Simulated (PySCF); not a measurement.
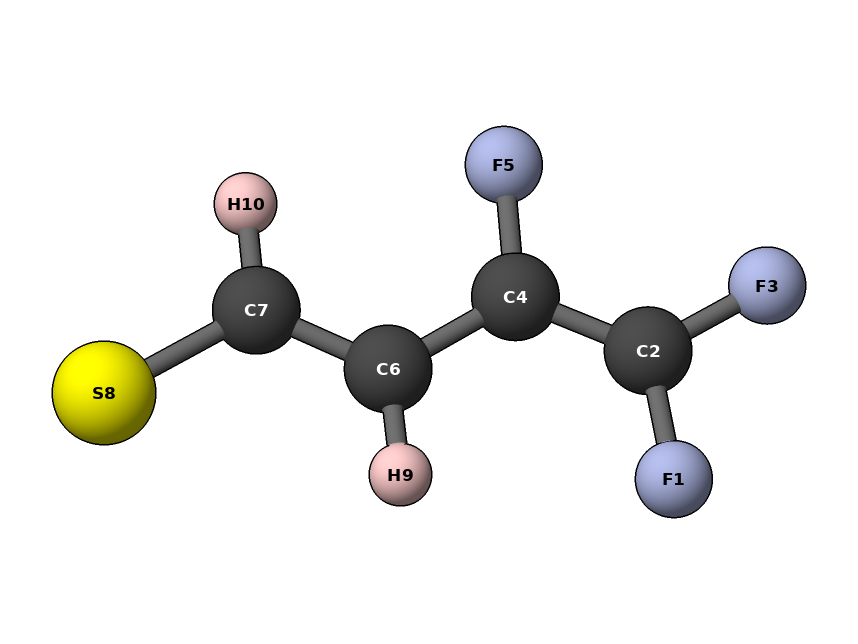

The questions are on Mulliken spin populations. State: neutral, doublet. Computed geometry: GFN2-xTB optimisation. No frequency run is at hand to confirm it as a minimum. Level of theory: UKS B3LYP, pcH-1 on C F H S, non-relativistic (PySCF 2.14.0).

List the Mulliken spin populations.

| atom | value (e) |
| --- | --- |
| F1 | 0.02 |
| C2 | 0.28 |
| F3 | 0.02 |
| C4 | −0.13 |
| F5 | −0.01 |
| C6 | 0.39 |
| C7 | −0.18 |
| S8 | 0.61 |
| H9 | −0.02 |
| H10 | 0.00 |

The run warned: orbitally degenerate or nearly so: second-order g, spin-orbit hyperfine and D do not apply.

Mulliken values depend strongly on the basis set.
